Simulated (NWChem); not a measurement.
**M06-2X/6-311+G(d,p) run of HCl (hydrogen chloride)**

What is the electronic atomisation energy of HCl (hydrogen chloride) at M06-2X/6-311+G**? 

Program for the calculation: NWChem 7.3.0.

2 further runs of the same task are left out: 2 set aside as unsound or not needed.

## Step 1: The structure to begin with

HCl: 2 atoms, total charge 0, spin state singlet. SMILES: `Cl`. Geometry: relaxed at PBE0-D4/def2-TZVP.

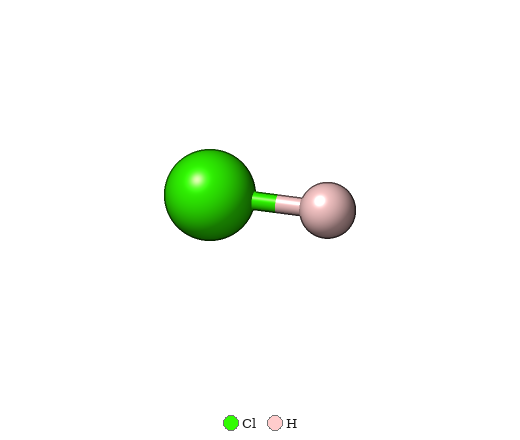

Viewed from a chosen angle; chlorine green, hydrogen pink.

## Step 2: A single-point energy at M06-2X/6-311+G(d,p)

Input file work.nw:

```
start work
memory total 2200 mb

geometry units au noautosym nocenter noautoz
  Cl     1.03179046    -0.33731611     0.53063510
  H     -1.03179046     0.33731611    -0.53063510
end

basis spherical bse
  * library 6-311+G**
end

dft
  xc m06-2x
  grid xfine
  convergence energy 1e-08
  maxiter 100
  mulliken
  print low
end

task dft energy
```

The run is started by

```console
$ nwchem work.nw > work.out
```

Output:

```text
[...]
 d= 0,ls=0.0,diis     1   -460.7773350449 -4.68D+02  1.00D-02  6.49D-01     0.6
[...]
 d= 0,ls=0.0,diis     7   -460.7963539989 -2.60D-09  8.50D-07  2.44D-10     3.2
         Total DFT energy =     -460.796353998902
      One electron energy =     -649.885061992973
           Coulomb energy =      210.626464470831
    Exchange-Corr. energy =      -28.572533444269
 Nuclear repulsion energy =        7.034776967509
[...]
      Total Density - Mulliken Population Analysis
     ---------------------------------------------
    Atom       Charge   Shell Charges
 -----------   ------   -------------------------------------------------------
    1 Cl  17    17.17   0.78  1.19  0.88  1.10  1.01  0.97  7.46 -1.54  1.08  2.91  1.38  0.01 -0.07  0.02
    2 H    1     0.83   0.24  0.49  0.05  0.05
[...]
```

It took 3.9 s on 1 thread of Intel Xeon Platinum 8488C (Sapphire Rapids), shared host; peak memory 0.11 GiB.

## Step 3: The Cl atom

Input file mol.nw:

```
start mol
title "Cl"
memory total 2200 mb

geometry units angstroms noautosym nocenter noautoz
   Cl     0.000000     0.000000     0.000000
end

basis spherical bse
   Cl library 6-311+G**
end

dft
   xc m06-2x
   mult 2
   grid xfine
   convergence energy 1e-08
   iterations 100
   mulliken
   noprint "final vectors analysis"
end

task dft energy
```

Run the same way, it converges to -460.13269 Eh (log not shown).

## Step 4: The H atom at the same level

Input file m1.nw:

```
start m1
title "H"
memory total 2200 mb
geometry noautosym nocenter noautoz
 H     0.000000    0.000000    0.000000
end
basis spherical bse
 * library 6-311+G**
end
dft
 xc m06-2x
 mult 2
 grid xfine
 convergence energy 1e-08
 iterations 100
 mulliken
 noprint "final vectors analysis"
end
task dft
```

Run the same way, it converges to -0.49813 Eh (log not shown).

## Step 5: Outcome

Level: M06-2X/6-311+G**.

```
                     quantity          value
       molecule: total energy  -460.79635 Eh
        Cl atom: total energy  -460.13269 Eh
                Cl atom: ⟨S²⟩          0.752
         H atom: total energy    -0.49813 Eh
                 H atom: ⟨S²⟩          0.750
electronic atomisation energy       4.504 eV
```

**Reading.** Taking the molecule apart into free atoms costs 4.50 eV (104 kcal/mol), before zero-point energy and without spin-orbit coupling.
